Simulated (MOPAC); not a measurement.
C$_{4}$H$_{4}$N$_{2}$ (charge +1): geometry relaxation (part 2 of 2)

The same run, continued: C$_{4}$H$_{4}$N$_{2}$ (pyridazine), charge +1, multiplicity 2; PM6, unrestricted (MOPAC 23.2.5). The starting geometry was optimised with PM6.

Geometry of the input (Å):
```
C  0.8130  -0.2939  -0.6343
C  0.0938  -1.0127  0.3240
C  -0.9390  -0.3483  1.0040
N  -1.2326  0.9644  0.7366
N  -0.5662  1.6303  -0.1519
C  0.4556  1.0454  -0.8550
H  1.6249  -0.7552  -1.1940
H  0.3244  -2.0548  0.5386
H  -1.5496  -0.8384  1.7678
H  0.9675  1.6767  -1.5871
```

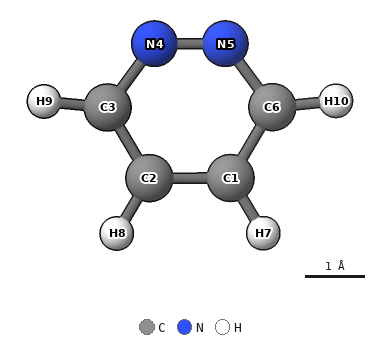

The geometry at step 15 of the log (ball-and-stick view, seen on its broad side; atoms are numbered from 1 in the order of the input).

## Trajectory as extended XYZ, continued
```
10
Properties=species:S:1:pos:R:3:forces:R:3 step=5 energy=11.65149
C     0.7948   -0.2640   -0.6216    0.2436   0.1485  -0.4159
C     0.0699   -0.9847    0.3190   -0.2995  -0.1609   0.5868
C    -0.9819   -0.3588    1.0514    0.0871  -0.5527   0.1117
N    -1.1824    0.9326    0.7009   -0.2302   0.0063   0.2253
N    -0.5494    1.5560   -0.1436   -0.1082   0.4043  -0.0193
C     0.4774    1.0950   -0.8868    0.4551  -0.0323  -0.5405
H     1.6211   -0.7404   -1.1881   -0.0215   0.0583   0.0175
H     0.3094   -2.0456    0.5375   -0.0518   0.0522  -0.0222
H    -1.5848   -0.8569    1.8390   -0.0033   0.1050  -0.0926
H     0.9901    1.7316   -1.6416   -0.0713  -0.0288   0.1492
10
Properties=species:S:1:pos:R:3:forces:R:3 step=6 energy=11.64380
C     0.7969   -0.2618   -0.6287   -0.2418   0.1684   0.0930
C     0.0652   -0.9859    0.3325    0.1944   0.1716  -0.1654
C    -0.9843   -0.3683    1.0555    0.1686  -0.0685  -0.1029
N    -1.1837    0.9313    0.7008    0.0321   0.0676  -0.0425
N    -0.5492    1.5600   -0.1397    0.0608  -0.0240  -0.0400
C     0.4840    1.1001   -0.9017   -0.1407  -0.5329   0.3060
H     1.6218   -0.7398   -1.1878    0.0046   0.0007  -0.0060
H     0.3083   -2.0461    0.5364   -0.0175   0.0077   0.0126
H    -1.5857   -0.8544    1.8330   -0.1819  -0.0327   0.1318
H     0.9897    1.7311   -1.6336    0.1215   0.2420  -0.1867
10
Properties=species:S:1:pos:R:3:forces:R:3 step=7 energy=11.63913
C     0.7946   -0.2584   -0.6286    0.0060  -0.1545   0.0151
C     0.0664   -0.9831    0.3314    0.0943  -0.0345  -0.0283
C    -0.9825   -0.3714    1.0542    0.0497   0.0904  -0.0433
N    -1.1842    0.9331    0.7003    0.0955  -0.0205  -0.0436
N    -0.5489    1.5615   -0.1400   -0.0533  -0.0824   0.0551
C     0.4840    1.0922   -0.8983   -0.0423   0.0686  -0.0119
H     1.6218   -0.7395   -1.1881   -0.0304   0.0179   0.0156
H     0.3079   -2.0458    0.5366   -0.0080   0.0477  -0.0053
H    -1.5878   -0.8543    1.8351   -0.1266  -0.0088   0.0674
H     0.9908    1.7349   -1.6367    0.0153   0.0761  -0.0209
10
Properties=species:S:1:pos:R:3:forces:R:3 step=8 energy=11.63808
C     0.7941   -0.2610   -0.6278    0.0145   0.0141  -0.0428
C     0.0676   -0.9832    0.3311    0.0674  -0.0495  -0.0192
C    -0.9819   -0.3695    1.0523   -0.0531  -0.0281   0.1111
N    -1.1834    0.9323    0.7006    0.0135  -0.0168   0.0284
N    -0.5495    1.5608   -0.1397    0.0565  -0.0175  -0.0735
C     0.4833    1.0932   -0.8983   -0.0358   0.0181   0.0030
H     1.6212   -0.7388   -1.1873   -0.0056   0.0001  -0.0033
H     0.3075   -2.0443    0.5364   -0.0004   0.0015   0.0102
H    -1.5904   -0.8544    1.8375   -0.0509   0.0395  -0.0255
H     0.9913    1.7376   -1.6371   -0.0062   0.0385   0.0116
10
Properties=species:S:1:pos:R:3:forces:R:3 step=9 energy=11.63771
C     0.7942   -0.2614   -0.6286   -0.0199   0.0157   0.0025
C     0.0686   -0.9843    0.3303   -0.0240   0.0511   0.0271
C    -0.9829   -0.3694    1.0546    0.0530  -0.0029  -0.0165
N    -1.1828    0.9324    0.7003   -0.0044  -0.0845   0.0672
N    -0.5491    1.5601   -0.1409    0.0227   0.0165  -0.0435
C     0.4828    1.0942   -0.8976    0.0235  -0.0063  -0.0515
H     1.6209   -0.7385   -1.1869    0.0133  -0.0074  -0.0226
H     0.3072   -2.0437    0.5365    0.0087  -0.0295   0.0128
H    -1.5923   -0.8537    1.8371   -0.0595   0.0256  -0.0006
H     0.9916    1.7395   -1.6368   -0.0134   0.0217   0.0251
10
Properties=species:S:1:pos:R:3:forces:R:3 step=10 energy=11.63727
C     0.7937   -0.2607   -0.6286    0.0153  -0.0145  -0.0212
C     0.0687   -0.9832    0.3307   -0.0183  -0.0097   0.0323
C    -0.9836   -0.3696    1.0552    0.0664  -0.0369  -0.0096
N    -1.1816    0.9308    0.7012    0.0037   0.0207  -0.0012
N    -0.5485    1.5587   -0.1416   -0.0254   0.0124   0.0110
C     0.4830    1.0946   -0.8994    0.0106  -0.0143  -0.0095
H     1.6208   -0.7384   -1.1878   -0.0054   0.0004  -0.0063
H     0.3068   -2.0444    0.5377    0.0067   0.0085   0.0021
H    -1.5957   -0.8520    1.8368   -0.0499   0.0120   0.0025
H     0.9919    1.7426   -1.6347   -0.0037   0.0215  -0.0002
10
Properties=species:S:1:pos:R:3:forces:R:3 step=11 energy=11.63706
C     0.7935   -0.2612   -0.6293    0.0111   0.0192  -0.0133
C     0.0685   -0.9827    0.3320    0.0376  -0.0500  -0.0198
C    -0.9828   -0.3712    1.0556   -0.0028   0.0585   0.0069
N    -1.1809    0.9308    0.7013    0.0158  -0.0025  -0.0138
N    -0.5487    1.5584   -0.1424   -0.0431  -0.0031   0.0477
C     0.4832    1.0949   -0.8998    0.0221  -0.0364  -0.0104
H     1.6207   -0.7384   -1.1896   -0.0165  -0.0010   0.0035
H     0.3067   -2.0443    0.5389    0.0120   0.0121  -0.0014
H    -1.5996   -0.8500    1.8363   -0.0301   0.0034  -0.0020
H     0.9921    1.7462   -1.6331   -0.0060  -0.0001   0.0025
10
Properties=species:S:1:pos:R:3:forces:R:3 step=12 energy=11.63703
C     0.7935   -0.2608   -0.6301    0.0032  -0.0394   0.0127
C     0.0692   -0.9840    0.3321    0.0084   0.0333  -0.0102
C    -0.9818   -0.3702    1.0564   -0.0023  -0.0387   0.0013
N    -1.1807    0.9299    0.7013    0.0073   0.0587  -0.0236
N    -0.5495    1.5588   -0.1417    0.0309  -0.0277  -0.0128
C     0.4837    1.0935   -0.9008   -0.0460   0.0537   0.0404
H     1.6202   -0.7384   -1.1908   -0.0143  -0.0044   0.0034
H     0.3068   -2.0437    0.5405    0.0207  -0.0155  -0.0018
H    -1.6043   -0.8478    1.8347    0.0000  -0.0007  -0.0085
H     0.9920    1.7496   -1.6308   -0.0080  -0.0192  -0.0009
10
Properties=species:S:1:pos:R:3:forces:R:3 step=13 energy=11.63688
C     0.7935   -0.2614   -0.6300    0.0024   0.0066   0.0034
C     0.0694   -0.9836    0.3318   -0.0023  -0.0028   0.0073
C    -0.9819   -0.3702    1.0559   -0.0055  -0.0103   0.0010
N    -1.1808    0.9307    0.7013   -0.0025   0.0025   0.0045
N    -0.5494    1.5584   -0.1420    0.0044   0.0163  -0.0002
C     0.4831    1.0941   -0.8998    0.0049  -0.0024   0.0019
H     1.6200   -0.7386   -1.1904   -0.0062  -0.0052  -0.0045
H     0.3072   -2.0442    0.5401    0.0145   0.0019  -0.0024
H    -1.6031   -0.8484    1.8345   -0.0056   0.0003  -0.0062
H     0.9918    1.7478   -1.6310   -0.0041  -0.0070  -0.0047
10
Properties=species:S:1:pos:R:3:forces:R:3 step=14 energy=11.63686
C     0.7936   -0.2613   -0.6297    0.0035   0.0034  -0.0030
C     0.0695   -0.9837    0.3321    0.0030   0.0037  -0.0033
C    -0.9820   -0.3704    1.0557   -0.0011   0.0071  -0.0039
N    -1.1809    0.9309    0.7013    0.0041  -0.0047   0.0021
N    -0.5493    1.5588   -0.1419    0.0032   0.0039   0.0039
C     0.4830    1.0941   -0.8997    0.0060  -0.0036  -0.0001
H     1.6198   -0.7389   -1.1909   -0.0128   0.0000   0.0028
H     0.3077   -2.0443    0.5397    0.0133  -0.0009   0.0009
H    -1.6029   -0.8485    1.8340   -0.0135  -0.0029   0.0008
H     0.9915    1.7471   -1.6319   -0.0058  -0.0059  -0.0002
10
Properties=species:S:1:pos:R:3:forces:R:3 step=15 energy=11.63683
C     0.7938   -0.2614   -0.6297   -0.0062   0.0039   0.0048
C     0.0697   -0.9836    0.3322    0.0034  -0.0022  -0.0030
C    -0.9821   -0.3706    1.0556   -0.0001   0.0118  -0.0068
N    -1.1808    0.9309    0.7013    0.0079  -0.0013  -0.0016
N    -0.5493    1.5593   -0.1416    0.0069  -0.0110   0.0050
C     0.4830    1.0940   -0.8995    0.0014   0.0023  -0.0008
H     1.6192   -0.7392   -1.1912   -0.0063  -0.0012  -0.0006
H     0.3085   -2.0444    0.5398    0.0100   0.0057   0.0008
H    -1.6037   -0.8485    1.8333   -0.0121  -0.0047   0.0019
H     0.9911    1.7464   -1.6324   -0.0049  -0.0032   0.0002
10
Properties=species:S:1:pos:R:3:forces:R:3 step=16 energy=11.63679
C     0.7937   -0.2609   -0.6293   -0.0025  -0.0166  -0.0043
C     0.0704   -0.9839    0.3329   -0.0037   0.0149  -0.0055
C    -0.9823   -0.3709    1.0549   -0.0090   0.0102   0.0054
N    -1.1804    0.9311    0.7016    0.0072  -0.0099  -0.0031
N    -0.5489    1.5596   -0.1412    0.0048  -0.0063   0.0073
C     0.4828    1.0941   -0.8996    0.0019  -0.0005  -0.0001
H     1.6174   -0.7402   -1.1927   -0.0049   0.0058   0.0049
H     0.3111   -2.0440    0.5403    0.0052   0.0013   0.0045
H    -1.6071   -0.8483    1.8311    0.0004  -0.0051  -0.0037
H     0.9899    1.7451   -1.6336    0.0005   0.0063  -0.0054
10
Properties=species:S:1:pos:R:3:forces:R:3 step=17 energy=11.63677
C     0.7936   -0.2611   -0.6294   -0.0078   0.0036  -0.0022
C     0.0706   -0.9834    0.3332   -0.0013  -0.0051  -0.0008
C    -0.9826   -0.3709    1.0551   -0.0026  -0.0015  -0.0021
N    -1.1801    0.9307    0.7016   -0.0037   0.0094   0.0020
N    -0.5486    1.5597   -0.1407    0.0131  -0.0025  -0.0047
C     0.4828    1.0941   -0.8996    0.0036  -0.0002  -0.0061
H     1.6167   -0.7403   -1.1929    0.0039   0.0003  -0.0008
H     0.3121   -2.0436    0.5409    0.0012   0.0063   0.0045
H    -1.6084   -0.8485    1.8297   -0.0018  -0.0101   0.0056
H     0.9896    1.7451   -1.6347   -0.0046  -0.0001   0.0045
10
Properties=species:S:1:pos:R:3:forces:R:3 step=18 energy=11.63675
C     0.7935   -0.2610   -0.6296   -0.0064  -0.0005   0.0017
C     0.0705   -0.9833    0.3331   -0.0022  -0.0040   0.0020
C    -0.9828   -0.3710    1.0551   -0.0035   0.0011  -0.0011
N    -1.1801    0.9308    0.7017    0.0018   0.0043  -0.0008
N    -0.5484    1.5595   -0.1407    0.0054   0.0001  -0.0003
C     0.4829    1.0942   -0.8998   -0.0018  -0.0017  -0.0005
H     1.6167   -0.7401   -1.1927    0.0055  -0.0021  -0.0034
H     0.3122   -2.0432    0.5415    0.0018   0.0053   0.0024
H    -1.6085   -0.8491    1.8300    0.0014  -0.0048  -0.0008
H     0.9895    1.7452   -1.6347   -0.0021   0.0023   0.0007
10
Properties=species:S:1:pos:R:3:forces:R:3 step=19 energy=11.63674
C     0.7933   -0.2611   -0.6297    0.0004  -0.0032  -0.0001
C     0.0706   -0.9832    0.3333   -0.0046  -0.0005   0.0011
C    -0.9831   -0.3711    1.0549    0.0001  -0.0001   0.0007
N    -1.1800    0.9308    0.7017    0.0013   0.0021   0.0011
N    -0.5479    1.5595   -0.1405   -0.0026   0.0016  -0.0006
C     0.4829    1.0941   -0.9000   -0.0021  -0.0018   0.0023
H     1.6165   -0.7402   -1.1930    0.0027  -0.0015  -0.0009
H     0.3130   -2.0426    0.5425    0.0015   0.0002   0.0008
H    -1.6089   -0.8499    1.8295    0.0032   0.0007  -0.0034
H     0.9891    1.7453   -1.6349    0.0000   0.0025  -0.0009
10
Properties=species:S:1:pos:R:3:forces:R:3 step=20 energy=11.63674
C     0.7933   -0.2612   -0.6297    0.0006  -0.0015  -0.0007
C     0.0705   -0.9832    0.3332   -0.0007   0.0008   0.0007
C    -0.9831   -0.3710    1.0549   -0.0016   0.0002   0.0004
N    -1.1800    0.9309    0.7018    0.0004  -0.0003  -0.0004
N    -0.5480    1.5595   -0.1405    0.0003   0.0027   0.0019
C     0.4829    1.0941   -0.9000   -0.0014  -0.0012  -0.0009
H     1.6167   -0.7402   -1.1930    0.0006  -0.0011   0.0001
H     0.3129   -2.0426    0.5427    0.0018  -0.0006   0.0004
H    -1.6087   -0.8501    1.8293    0.0007   0.0005  -0.0014
H     0.9891    1.7455   -1.6347   -0.0007   0.0006  -0.0001
10
Properties=species:S:1:pos:R:3:forces:R:3 step=21 energy=11.63674
C     0.7933   -0.2613   -0.6298   -0.0005   0.0003  -0.0003
C     0.0705   -0.9832    0.3333    0.0020   0.0001  -0.0009
C    -0.9832   -0.3710    1.0547   -0.0009   0.0008   0.0002
N    -1.1800    0.9310    0.7018   -0.0001  -0.0009   0.0002
N    -0.5479    1.5597   -0.1404    0.0010   0.0002  -0.0001
C     0.4828    1.0940   -0.9000    0.0000   0.0004  -0.0011
H     1.6167   -0.7403   -1.1932   -0.0001  -0.0005   0.0007
H     0.3133   -2.0424    0.5432    0.0006  -0.0003  -0.0004
H    -1.6088   -0.8504    1.8288   -0.0010   0.0003   0.0014
H     0.9889    1.7455   -1.6348   -0.0008  -0.0005   0.0004
10
Properties=species:S:1:pos:R:3:forces:R:3 step=22 energy=11.63674
C     0.7933   -0.2612   -0.6298   -0.0004   0.0003  -0.0005
C     0.0705   -0.9832    0.3333    0.0003   0.0003   0.0004
C    -0.9832   -0.3710    1.0548   -0.0006   0.0001  -0.0006
N    -1.1800    0.9309    0.7018    0.0005   0.0002  -0.0002
N    -0.5479    1.5597   -0.1404    0.0005  -0.0002   0.0010
C     0.4828    1.0940   -0.9000   -0.0005  -0.0006  -0.0009
H     1.6166   -0.7403   -1.1931    0.0003  -0.0004   0.0002
H     0.3134   -2.0424    0.5431    0.0007   0.0001   0.0002
H    -1.6089   -0.8503    1.8289   -0.0002   0.0002   0.0003
H     0.9889    1.7455   -1.6348   -0.0006   0.0000   0.0000
10
Properties=species:S:1:pos:R:3:forces:R:3 step=23 energy=11.63674
C     0.7933   -0.2612   -0.6298   -0.0001  -0.0002   0.0002
C     0.0706   -0.9832    0.3333   -0.0021  -0.0002   0.0009
C    -0.9833   -0.3710    1.0547    0.0010  -0.0002   0.0004
N    -1.1800    0.9309    0.7019    0.0005   0.0007  -0.0012
N    -0.5478    1.5597   -0.1403   -0.0005  -0.0005   0.0009
C     0.4828    1.0940   -0.9000   -0.0007  -0.0007   0.0003
H     1.6166   -0.7404   -1.1931    0.0009  -0.0001  -0.0005
H     0.3136   -2.0424    0.5432    0.0001   0.0006   0.0003
H    -1.6092   -0.8503    1.8288    0.0009   0.0002  -0.0006
H     0.9888    1.7454   -1.6349    0.0000   0.0004  -0.0006
10
Properties=species:S:1:pos:R:3:forces:R:3 step=24 energy=11.63674
C     0.7933   -0.2612   -0.6298   -0.0002  -0.0006   0.0000
C     0.0706   -0.9832    0.3333    0.0003   0.0002   0.0007
C    -0.9832   -0.3710    1.0547   -0.0006  -0.0001  -0.0005
N    -1.1800    0.9309    0.7018    0.0005  -0.0002   0.0006
N    -0.5479    1.5597   -0.1403    0.0003   0.0005   0.0000
C     0.4827    1.0940   -0.9000   -0.0006  -0.0004  -0.0003
H     1.6166   -0.7404   -1.1931    0.0003   0.0000  -0.0001
H     0.3136   -2.0424    0.5432    0.0003   0.0003   0.0002
H    -1.6091   -0.8503    1.8288    0.0002   0.0002  -0.0002
H     0.9888    1.7454   -1.6349   -0.0003   0.0001  -0.0005
```

## Results in brief

```tsv
quantity	value
outcome	converged
total energy	−32.800239 hartree
dispersion energy	0.000000 hartree
heat of formation	268.35 kcal/mol
basis functions	28
largest force	0.001 eV/Å
⟨S²⟩	0.764
peak memory	0.088 GiB
```

## Notes

MOPAC's energies along a path are heats of formation.
